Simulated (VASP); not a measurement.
# Nickel: cell size against the level of theory, part 4 of 4

Aim: relax Nickel at several levels and hold each cell against experiment. The start is a cell from a database of measured crystal structures.

VASP 6.6.1, plane waves and PAW; the level of theory is named at each step.

Still holding for the runs below: The magnetic order is the only one that the search above brought to convergence with its moments; longer or canted patterns were not tried. The k-mesh is coarse for a metal.

So far, final volume (Å³): step 6 (relaxation, level LDA) 10.0; step 7 (relaxation, level PBEsol) 10.4; step 8 (relaxation, level PBE) 10.9; step 9 (relaxation, level r2SCAN) 10.5.

### Step 10. Relaxation with PBE + D3(BJ)

This step: PBE with D3(BJ), spin-polarised from a ferromagnetic start (one magnetic atom a cell); plane waves and PAW (Ni) (VASP 6.6.1).

A dispersion term adds the long-range attraction that semilocal functionals lack. D3 with Becke-Johnson damping keeps a finite attraction at short range.

The input, INCAR:

```
SYSTEM = Ni
PREC = Accurate
ENCUT = 520
EDIFF = 1E-06
NELM = 100
ISMEAR = -1
SIGMA = 0.05
LREAL = .FALSE.
ALGO = Normal
GGA = PE
IVDW = 12
NBANDS = 12
ISPIN = 2
MAGMOM = 0.58
LASPH = .TRUE.
LMAXMIX = 4
LORBIT = 11
LWAVE = .FALSE.
LCHARG = .FALSE.
KPAR = 4
IBRION = 2
NSW = 60
ISIF = 3
EDIFFG = -0.01
```

The input, POSCAR:

```
Ni
1.0
    0.0000000000      1.7619350000      1.7619350000
    1.7619350000      0.0000000000      1.7619350000
    1.7619350000      1.7619350000      0.0000000000
Ni
1
Direct
    0.0000000000      0.0000000000      0.0000000000
```

The input, KPOINTS:

```
Automatic mesh
0
Gamma
11 11 11
0 0 0
```

Potentials, in the order of the species: Ni (PBE family, release 64).

Command:

```console
> mpirun -np 4 vasp_std
```

What it wrote:

```text
[... set-up lines as in an earlier step ...]
 entering main loop
       N       E                     dE             d eps       ncg     rms          rms(c)
[... 12 cycles as in an earlier step ...]
   1 F= -.59382028E+01 E0= -.59310445E+01  d E =-.593820E+01  mag=     0.5767
[...]
N       E                     dE             d eps       ncg     rms          rms(c)
DAV:   1    -0.657964645251E+01   -0.11017E+01   -0.15243E+01  3356   0.534E+01    0.914E+00
DAV:   2    -0.574461062236E+01    0.83504E+00   -0.13357E+01  3380   0.485E+01    0.430E+00
DAV:   3    -0.546511861979E+01    0.27949E+00   -0.19284E+00  3372   0.177E+01    0.143E+00
DAV:   4    -0.544333808563E+01    0.21781E-01   -0.18228E-02  3324   0.920E-01    0.739E-01
DAV:   5    -0.543833790774E+01    0.50002E-02   -0.68327E-03  3720   0.513E-01    0.296E-01
DAV:   6    -0.543842287724E+01   -0.84969E-04   -0.50144E-04  3196   0.215E-01    0.102E-01
DAV:   7    -0.543840509494E+01    0.17782E-04   -0.31064E-05  3696   0.636E-02    0.176E-02
DAV:   8    -0.543840276866E+01    0.23263E-05   -0.61217E-07  2576   0.752E-03    0.379E-03
DAV:   9    -0.543840248206E+01    0.28660E-06   -0.66463E-08  1456   0.209E-03
   2 F= -.59385031E+01 E0= -.59322777E+01  d E =-.300318E-03  mag=     0.5703
 trial-energy change:   -0.000300  1 .order    0.001818   -0.044079    0.047714
 step:   0.5148(harm=  0.4802)  dis= 0.00000  next Energy=    -5.949837 (dE=-0.116E-01)
[...]
N       E                     dE             d eps       ncg     rms          rms(c)
DAV:   1    -0.574941056572E+01   -0.31101E+00   -0.37780E+00  3396   0.283E+01    0.450E+00
DAV:   2    -0.556539412957E+01    0.18402E+00   -0.38871E+00  3388   0.232E+01    0.236E+00
DAV:   3    -0.547580884108E+01    0.89585E-01   -0.55992E-01  3344   0.992E+00    0.759E-01
DAV:   4    -0.547061003308E+01    0.51988E-02   -0.33233E-03  2952   0.494E-01    0.409E-01
DAV:   5    -0.546981511649E+01    0.79492E-03   -0.19748E-03  3640   0.276E-01    0.888E-02
DAV:   6    -0.546981088534E+01    0.42311E-05   -0.30344E-05  3136   0.655E-02    0.527E-02
DAV:   7    -0.546982272461E+01   -0.11839E-04   -0.37422E-06  3112   0.214E-02    0.104E-02
DAV:   8    -0.546982371460E+01   -0.98998E-06   -0.34611E-07  1584   0.699E-03
   3 F= -.59499776E+01 E0= -.59433044E+01  d E =-.117748E-01  mag=     0.5729
[...]
reached required accuracy - stopping structural energy minimisation
```

The job ended after 21 s (4 MPI ranks of AMD EPYC 7R43, shared host; peak memory 0.46 GiB; 79 s of CPU time).

From OUTCAR (step 10):

```text
 Edisp (eV)   -0.50010

 Edisp (eV)   -0.48015

  Total       0.00054     0.00054     0.00054     0.00000     0.00000     0.00000
  in kB       0.08192     0.08192     0.08192     0.00000     0.00000     0.00000
  external pressure =        0.08 kB  Pullay stress =        0.00 kB

 POSITION                                       TOTAL-FORCE (eV/Angst)
 -----------------------------------------------------------------------------------
      0.00000      0.00000      0.00000         0.000000      0.000000     -0.000000
 -----------------------------------------------------------------------------------
    total drift:                               -0.000000     -0.000000     -0.000000

  FREE ENERGIE OF THE ION-ELECTRON SYSTEM (eV)
  ---------------------------------------------------
  free  energy   TOTEN  =        -5.9499776280 eV

  energy  without entropy=       -5.9366311382  energy(sigma->0) =       -5.94330438

 magnetization (x)
# of ion       s       p       d       tot
------------------------------------------
    1       -0.008  -0.027   0.617   0.582

[... 2 parts as in an earlier step ...]

[... 2 further parts left out ...]
[key lines of the parts left out:]
E-fermi :   9.8847
```

Dispersion corrections of this kind ignore metallic screening and tend to overbind metals.

It ends at 10.50 Å³/atom, -4.1 % from the start, with 0.01 GPa left. The conventional cell has a = 3.476 Å. The largest moment is 0.58 μB. Against plain PBE, the dispersion term moves a by -1.2 %.

### Step 11. Relaxation with r2SCAN + rVV10

This step: r2SCAN with rVV10, spin-polarised from a ferromagnetic start (one magnetic atom a cell); plane waves and PAW (Ni) (VASP 6.6.1).

LUSE_VDW switches on a nonlocal correlation term for dispersion.

INCAR: that of step 10 with these lines changed.

```diff
@@ -9,4 +9,8 @@
 ALGO = Normal
-GGA = PE
-IVDW = 12
+METAGGA = R2SCAN
+LUSE_VDW = .TRUE.
+IVDW_NL = 2
+BPARAM = 11.95
+CPARAM = 0.0093
+LASPH = .TRUE.
 NBANDS = 12
@@ -14,3 +18,2 @@
 MAGMOM = 0.58
-LASPH = .TRUE.
 LMAXMIX = 4
```

POSCAR is that of step 10.

KPOINTS is that of step 10.

Command:

```console
> mpirun -np 4 vasp_std
```

What it wrote:

```text
[banner, memory and clock lines left out]
running    4 mpi-ranks, on    1 nodes
[...]
|                                                                             |
|               ----> ADVICE to this user running VASP <----                  |
|                                                                             |
|     You have switched on vdW-DFT.                                           |
|     This routine was written and supplied by Jiri Klimes. We recommend      |
|     that you carefully read and cite the following publications:            |
|       J. Klimes, D.R. Bowler, A. Michelides                                 |
|          J. Phys.: Cond Matt. 22 022201 (2010)                              |
|       J. Klimes, D.R. Bowler, A. Michelides                                 |
|          Phys. Rev. B. 83, 195131 (2011)                                    |
|     and references therein.                                                 |
|                                                                             |

[...]
DAV:  15    -0.116841426699E+02   -0.38921E-05   -0.98068E-07  1588   0.964E-03    0.407E-03
Total rVV10 correction in eV:      0.2456584    11.2174095
Total rVV10 correction in eV:      0.2456584    11.2174095
Total rVV10 correction in eV:      0.2456584    11.2174095
Total rVV10 correction in eV:      0.2456584    11.2174095
DAV:  16    -0.116841431194E+02   -0.44957E-06   -0.48349E-07  1484   0.902E-03
Total rVV10 correction in eV:      0.2456507    11.2174095
Total rVV10 correction in eV:      0.2456507    11.2174095
Total rVV10 correction in eV:      0.2456507    11.2174095
Total rVV10 correction in eV:      0.2456507    11.2174095
Total rVV10 correction in eV:      0.2456561    11.2174095
Total rVV10 correction in eV:      0.2456561    11.2174095
Total rVV10 correction in eV:      0.2456561    11.2174095
Total rVV10 correction in eV:      0.2456561    11.2174095
   1 F= -.11684143E+02 E0= -.11677634E+02  d E =-.116841E+02  mag=     0.7601
[... from here on, the cycles between the ionic steps are left out ...]
   2 F= -.11687218E+02 E0= -.11681310E+02  d E =-.307514E-02  mag=     0.6133
   3 F= -.11699577E+02 E0= -.11692929E+02  d E =-.154340E-01  mag=     0.6373
   4 F= -.11699583E+02 E0= -.11692956E+02  d E =-.154399E-01  mag=     0.6362
[...]
reached required accuracy - stopping structural energy minimisation
```

Wall time 2.5 min (4 MPI ranks); peak memory 0.68 GiB.

OUTCAR, selected parts (step 11):

```text
  Total       -0.0067016     -0.0067016     -0.0067016      0.0000000      0.0000000     -0.0000000
  in kB       -1.0316396     -1.0316396     -1.0316396      0.0000000      0.0000000     -0.0000000
  external PRESSURE =      -1.0316396 kB  Pullay stress =       0.0000000 kB

 POSITION                                       TOTAL-FORCE (eV/Angst)
 -----------------------------------------------------------------------------------
      0.00000      0.00000      0.00000        -0.000000     -0.000000     -0.000000
 -----------------------------------------------------------------------------------
    total drift:                               -0.000000     -0.000000     -0.000000

  FREE ENERGIE OF THE ION-ELECTRON SYSTEM (eV)
  ---------------------------------------------------
  free  energy   TOTEN  =       -11.6995829803 eV

  energy  without entropy=      -11.6863291322  energy(sigma->0) =      -11.69295606

 magnetization (x)
# of ion       s       p       d       tot
------------------------------------------
    1       -0.013  -0.045   0.712   0.654

[... 2 parts as in an earlier step ...]

[... 2 further parts left out ...]
[key lines of the parts left out:]
E-fermi :   9.9319
```

Spin moment in the PAW sphere by atom:

```tsv
atom	spin moment in the PAW sphere (μB)
Ni1	0.654
```

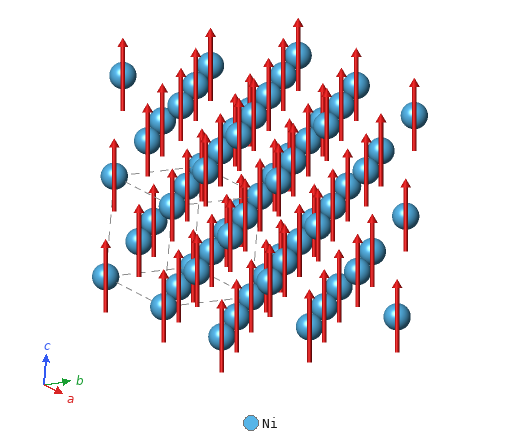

Spin moment in the PAW sphere as arrows, the longest 0.654 μB. Up and down stand for the sign. Arrows give size and sign along the axis of quantisation, drawn up and down the page. 2×2×2 conventional cells are drawn. Some periodic images of atoms are drawn too.

It ends at 10.41 Å³/atom, -4.9 % from the start, with -0.10 GPa left. The conventional cell has a = 3.466 Å. The largest moment is 0.65 μB. Against plain r2SCAN, the dispersion term moves a by -0.3 %.

### Step 12. Relaxation with optB88-vdW

This step: optB88-vdW, spin-polarised from a ferromagnetic start (one magnetic atom a cell); plane waves and PAW (Ni) (VASP 6.6.1).

optB88-vdW pairs nonlocal correlation with a B88-type exchange refitted to the binding of molecular dimers.

INCAR: that of step 11 with these lines changed.

```diff
@@ -9,7 +9,7 @@
 ALGO = Normal
-METAGGA = R2SCAN
+GGA = BO
+AGGAC = 0
 LUSE_VDW = .TRUE.
-IVDW_NL = 2
-BPARAM = 11.95
-CPARAM = 0.0093
+PARAM1 = 0.1833333333
+PARAM2 = 0.22
 LASPH = .TRUE.
```

POSCAR is that of step 11.

KPOINTS is that of step 11.

Command:

```console
> mpirun -np 4 vasp_std
```

What it wrote:

```text
[banner, memory and clock lines left out]
running    4 mpi-ranks, on    1 nodes
[...]
[... a notice as in an earlier step ...]

 [... a notice as in an earlier step ...]

 LDA part: xc-table for (Slater+PW92), standard interpolation
 POSCAR, INCAR and KPOINTS ok, starting setup
[...]
entering main loop
       N       E                     dE             d eps       ncg     rms          rms(c)
DAV:   1     0.341287876481E+02    0.34129E+02   -0.45120E+03  2764   0.107E+03
DAV:   2    -0.229254946874E+01   -0.36421E+02   -0.34112E+02  2844   0.171E+02
DAV:   3    -0.353097847223E+01   -0.12384E+01   -0.12246E+01  3120   0.351E+01
DAV:   4    -0.354077594874E+01   -0.97975E-02   -0.97945E-02  3068   0.284E+00
[...]
DAV:  11    -0.266934795686E+01   -0.68451E-05   -0.69887E-06  3008   0.302E-02    0.320E-02
DAV:  12    -0.266935001952E+01   -0.20627E-05   -0.19567E-06  3012   0.129E-02    0.484E-03
DAV:  13    -0.266935039562E+01   -0.37610E-06   -0.21184E-07  1556   0.399E-03
[...]
DAV:   8    -0.266952890961E+01   -0.89790E-08   -0.57946E-08  1464   0.248E-03
   2 F= -.26695289E+01 E0= -.26627883E+01  d E =-.178514E-03  mag=     0.5690
 trial-energy change:   -0.000179  1 .order   -0.000095   -0.003925    0.003735
 step:   0.5287(harm=  0.5124)  dis= 0.00000  next Energy=    -2.670400 (dE=-0.105E-02)
[...]
N       E                     dE             d eps       ncg     rms          rms(c)
DAV:   1    -0.269365985973E+01   -0.24131E-01   -0.31246E-01  3416   0.797E+00    0.128E+00
DAV:   2    -0.267855310197E+01    0.15107E-01   -0.32350E-01  3404   0.686E+00    0.689E-01
DAV:   3    -0.267094940370E+01    0.76037E-02   -0.49602E-02  3364   0.289E+00    0.206E-01
DAV:   4    -0.267046552425E+01    0.48388E-03   -0.33421E-04  3040   0.125E-01    0.114E-01
DAV:   5    -0.267040211377E+01    0.63410E-04   -0.14394E-04  3632   0.679E-02    0.204E-02
DAV:   6    -0.267040409015E+01   -0.19764E-05   -0.82907E-07  2244   0.877E-03    0.114E-02
DAV:   7    -0.267040572099E+01   -0.16308E-05   -0.64727E-07  1444   0.123E-02    0.158E-03
DAV:   8    -0.267040578090E+01   -0.59904E-07   -0.25009E-08  1388   0.151E-03
   3 F= -.26704058E+01 E0= -.26635348E+01  d E =-.105539E-02  mag=     0.5695
[...]
reached required accuracy - stopping structural energy minimisation
```

Wall time 43 s (4 MPI ranks); peak memory 0.84 GiB; 2.8 min of CPU time.

From OUTCAR (step 12):

```text
  Total        0.0011777      0.0011777      0.0011777     -0.0000000     -0.0000000     -0.0000000
  in kB        0.1746732      0.1746732      0.1746732     -0.0000000     -0.0000000     -0.0000000
  external PRESSURE =       0.1746732 kB  Pullay stress =       0.0000000 kB

 POSITION                                       TOTAL-FORCE (eV/Angst)
 -----------------------------------------------------------------------------------
      0.00000      0.00000      0.00000        -0.000000     -0.000000      0.000000
 -----------------------------------------------------------------------------------
    total drift:                               -0.000000     -0.000000     -0.000000

  FREE ENERGIE OF THE ION-ELECTRON SYSTEM (eV)
  ---------------------------------------------------
  free  energy   TOTEN  =        -2.6704057809 eV

  energy  without entropy=       -2.6566637796  energy(sigma->0) =       -2.66353478

 magnetization (x)
# of ion       s       p       d       tot
------------------------------------------
    1       -0.007  -0.024   0.609   0.578

[... 2 parts as in an earlier step ...]

[... 2 further parts left out ...]
[key lines of the parts left out:]
E-fermi :   9.2726
```

Spin moment in the PAW sphere by atom:

```tsv
atom	spin moment in the PAW sphere (μB)
Ni1	0.578
```

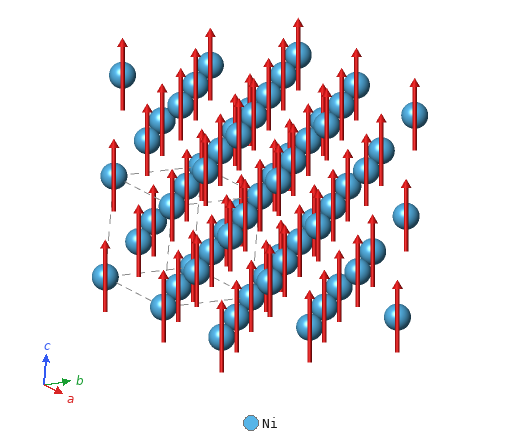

Spin moment in the PAW sphere as arrows, the longest 0.578 μB. Up and down stand for the sign. Arrows give size and sign along the axis of quantisation, drawn up and down the page. 2×2×2 conventional cells are drawn. Some periodic images of atoms are drawn too.

It ends at 10.80 Å³/atom, -1.3 % from the start, with 0.02 GPa left. The conventional cell has a = 3.509 Å. The largest moment is 0.58 μB.

### Step 13. Relaxation with SCAN

This step: SCAN, spin-polarised from a ferromagnetic start (one magnetic atom a cell); plane waves and PAW (Ni) (VASP 6.6.1).

SCAN adds the kinetic-energy density; it is numerically more delicate than r2SCAN.

INCAR: that of step 12 with these lines changed.

```diff
@@ -9,7 +9,3 @@
 ALGO = Normal
-GGA = BO
-AGGAC = 0
-LUSE_VDW = .TRUE.
-PARAM1 = 0.1833333333
-PARAM2 = 0.22
+METAGGA = SCAN
 LASPH = .TRUE.
```

POSCAR is that of step 12.

KPOINTS is that of step 12.

Command:

```console
> mpirun -np 4 vasp_std
```

What it wrote:

```text
[... set-up lines as in an earlier step ...]
 entering main loop
       N       E                     dE             d eps       ncg     rms          rms(c)
DAV:   1     0.204086967692E+02    0.20409E+02   -0.46215E+03  2748   0.109E+03
DAV:   2    -0.171908476092E+02   -0.37600E+02   -0.35173E+02  2848   0.176E+02
DAV:   3    -0.185139007135E+02   -0.13231E+01   -0.13098E+01  3100   0.371E+01
DAV:   4    -0.185247428994E+02   -0.10842E-01   -0.10839E-01  3084   0.306E+00
[...]
DAV:  15    -0.160966129752E+02   -0.82148E-04   -0.11253E-05  3236   0.351E-02    0.438E-03
DAV:  16    -0.160966146232E+02   -0.16480E-05   -0.11834E-06  2204   0.126E-02    0.180E-03
DAV:  17    -0.160966140438E+02    0.57938E-06   -0.76917E-08  1540   0.329E-03
   1 F= -.16096614E+02 E0= -.16090599E+02  d E =-.160966E+02  mag=     0.8036
[...]
2 F= -.16102719E+02 E0= -.16096598E+02  d E =-.610496E-02  mag=     0.6267
[...]
3 F= -.16108117E+02 E0= -.16101461E+02  d E =-.115025E-01  mag=     0.6945
[...]
4 F= -.16107888E+02 E0= -.16101306E+02  d E =-.112742E-01  mag=     0.6551
[...]
5 F= -.16107639E+02 E0= -.16101126E+02  d E =-.110253E-01  mag=     0.6483
[...]
reached required accuracy - stopping structural energy minimisation
```

The job ended after 3.3 min (4 MPI ranks; peak memory 0.46 GiB; 13 min of CPU time).

Parts of OUTCAR (step 13):

```text
  Total        0.0052776      0.0052776      0.0052776      0.0000000      0.0000000     -0.0000000
  in kB        0.8227576      0.8227576      0.8227576      0.0000000      0.0000000     -0.0000000
  external PRESSURE =       0.8227576 kB  Pullay stress =       0.0000000 kB

 POSITION                                       TOTAL-FORCE (eV/Angst)
 -----------------------------------------------------------------------------------
      0.00000      0.00000     -0.00000        -0.000000      0.000000     -0.000000
 -----------------------------------------------------------------------------------
    total drift:                               -0.000000     -0.000000     -0.000000

  FREE ENERGIE OF THE ION-ELECTRON SYSTEM (eV)
  ---------------------------------------------------
  free  energy   TOTEN  =       -16.1076393398 eV

  energy  without entropy=      -16.0946116833  energy(sigma->0) =      -16.10112551

 magnetization (x)
# of ion       s       p       d       tot
------------------------------------------
    1       -0.012  -0.047   0.728   0.669

[... 2 parts as in an earlier step ...]

[... 2 further parts left out ...]
[key lines of the parts left out:]
E-fermi :  10.0476
```

Spin moment in the PAW sphere by atom:

```tsv
atom	spin moment in the PAW sphere (μB)
Ni1	0.669
```

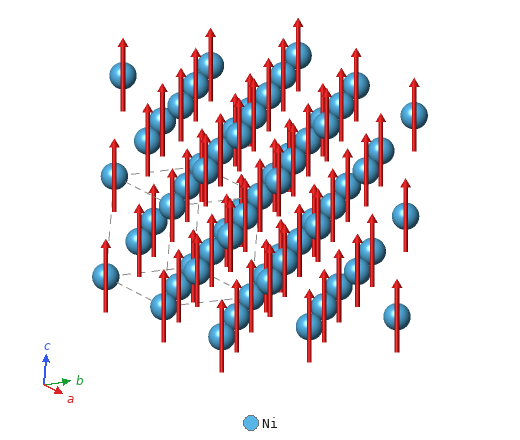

Spin moment in the PAW sphere as arrows, the longest 0.669 μB. Up and down stand for the sign. Arrows give size and sign along the axis of quantisation, drawn up and down the page. 2×2×2 conventional cells are drawn. Some periodic images of atoms are drawn too.

It ends at 10.28 Å³/atom, -6.1 % from the start, with 0.08 GPa left. The conventional cell has a = 3.451 Å. The largest moment is 0.67 μB.

### Step 14. The cells as a table

This step: relaxed cells at several levels; plane waves and PAW (VASP 6.6.1).

Derived from the runs above.

Lengths are those of the conventional cell; cost is the wall time of each run, as given at its step, times its ranks, without the set-up around it. Results by level, by row:

```tsv
level	volume (Å³/atom)	change from the start (%)	a (Å)	largest site moment (μB)	cost (core minutes)
LDA	10.04	-8.2	3.425	0.568	2
PBEsol	10.37	-5.2	3.461	0.579	2.07
PBE	10.87	-0.7	3.516	0.589	1.87
r2SCAN	10.5	-4	3.476	0.659	11.5
PBE + D3(BJ)	10.5	-4.1	3.476	0.582	1.4
r2SCAN + rVV10	10.41	-4.9	3.466	0.654	9.87
optB88-vdW	10.8	-1.3	3.509	0.578	2.87
SCAN	10.28	-6.1	3.451	0.669	13
```

### Step 15. Results

```
volume, LDA            : 10.04 Å³/atom
volume, PBEsol         : 10.37 Å³/atom
volume, PBE            : 10.87 Å³/atom
volume, r2SCAN         : 10.50 Å³/atom
volume, PBE + D3(BJ)   : 10.50 Å³/atom
volume, r2SCAN + rVV10 : 10.41 Å³/atom
volume, optB88-vdW     : 10.80 Å³/atom
volume, SCAN           : 10.28 Å³/atom
```

**Reading.** For Nickel the levels give volumes between 10.04 Å³/atom (LDA) and 10.87 Å³/atom (PBE), a spread of 8.2 %, while the cost of the finished runs spans a factor of 9.3. Within 1 % of experiment on every length: PBE and optB88-vdW. The nearest, PBE, is among the cheap ones. Thermal and zero-point expansion, often some tenths of a per cent in length, bear on this order: with the measured lengths lowered by an assumed 0.4 % the nearest becomes optB88-vdW. The costs hold the number of ionic steps as well as the price of the functional. SCAN-type functionals tend to overstate the moments of itinerant magnets. The closing table has room for seven levels; SCAN stands in the table of levels alone. Adding D3(BJ) to PBE changes the volume by -3.4 % (a by -1.2 %). Adding rVV10 to r2SCAN changes the volume by -0.9 % (a by -0.3 %). Pairwise corrections of the D and TS kind ignore the screening in a metal, so they may overbind here. Within 0.02 Å all end in space group Fm-3m; the runs can't lower the symmetry of the start. The k-sampling is coarse for a metal, so the Fermi level, moments, pressures and the shape of the cell carry errors. Only a few collinear orders were tried, on the cell as listed. Each is a single relaxation on the plane waves of the start cell, so larger changes of volume carry a basis-set error that was not tested here.

Comparison with the measured values:

```
              quantity  measured             LDA          PBEsol             PBE          r2SCAN    PBE + D3(BJ)  r2SCAN + rVV10      optB88-vdW
lattice constant a (Å)     3.524  3.425 (-2.8 %)  3.461 (-1.8 %)  3.516 (-0.2 %)  3.476 (-1.4 %)  3.476 (-1.4 %)  3.466 (-1.7 %)  3.509 (-0.4 %)
```

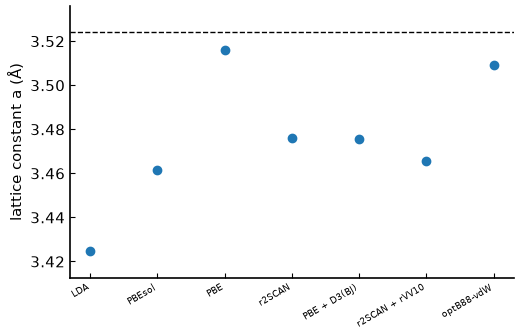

The lattice constant a by level; the dashed line is the measured value.

Measured values from arxiv:2311.10326 (2023).

Verdict: For the lattice constant a, of the levels listed nearest comes PBE (-0.2 %, good agreement) and farthest LDA (-2.8 %, a clear miss). The grades are ours: good and fair within 0.7 and 1.5 % for the lattice constant a. For lattice constants the calculation has a static lattice, without zero-point motion or thermal expansion (measured at up to 300 K).

[Lines on the potential files, build, host, timing and source positions are cut from VASP's logs without a mark.]

[Logs are printed without paths, hosts, clocks, repeated set-up lines and the standing remarks that a program may print on its own settings, such as how far it seeks lower states.]

[Hosts, paths, dates, database ids (printed as entryN), source tags and the programs' standing remarks are cut or masked in the printed files.]

[A measured line is paired with the nearest computed mode of its activity, which favours agreement.]
